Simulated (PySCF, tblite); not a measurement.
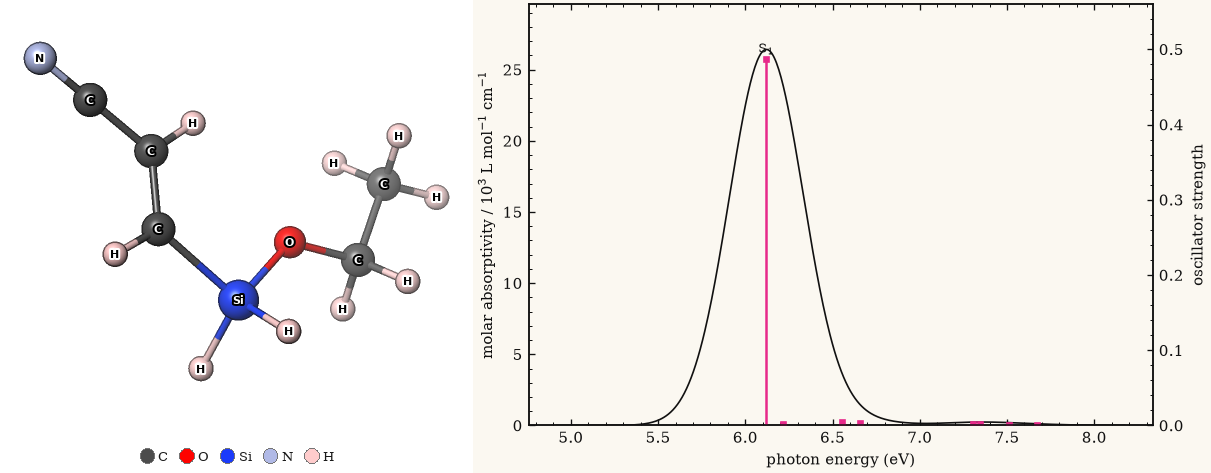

Computed absorption of C₅H₉NOSi, SMILES CCO[SiH2]/C=C/C#N. Vertical TDDFT excitations, CAM-B3LYP/def2-SVPD, PySCF 2.14.0, at a GFN2-xTB geometry (a minimum by its frequencies), gas phase. Only the first 8 singlet excitations are included; each is broadened by a Gaussian of 1/e half-width 0.30 eV. Sticks give oscillator strengths (right axis).

Q: Where is the lowest singlet, and is it bright?

A: S1 lies at 6.12 eV (203 nm) with f = 0.487, mainly HOMO → LUMO (92 %); it is bright.

Q: Which of the computed transitions is the brightest, and what character does the calculation give it?

A: S1 at 6.12 eV (203 nm), f = 0.487, mainly HOMO → LUMO (92 %).

Q: List the transitions behind the spectrum.

A:
```
state  E (eV)  λ (nm)      f          main character
   S1    6.12     203  0.487      HOMO → LUMO (92 %)
   S2    6.22     199  0.002    HOMO−3 → LUMO (51 %)
   S3    6.55     189  0.005    HOMO−4 → LUMO (61 %)
   S4    6.66     186  0.003    HOMO−1 → LUMO (97 %)
   S5    7.30     170  0.002    HOMO → LUMO+6 (39 %)
   S6    7.35     169  0.002  HOMO−1 → LUMO+1 (66 %)
   S7    7.51     165  0.001    HOMO−2 → LUMO (41 %)
   S8    7.67     162  0.001    HOMO → LUMO+1 (60 %)
```

Note: the tight-binding geometry is rougher than a DFT one and adds to the error; one conformer of a flexible molecule; core orbitals are frozen in the response.
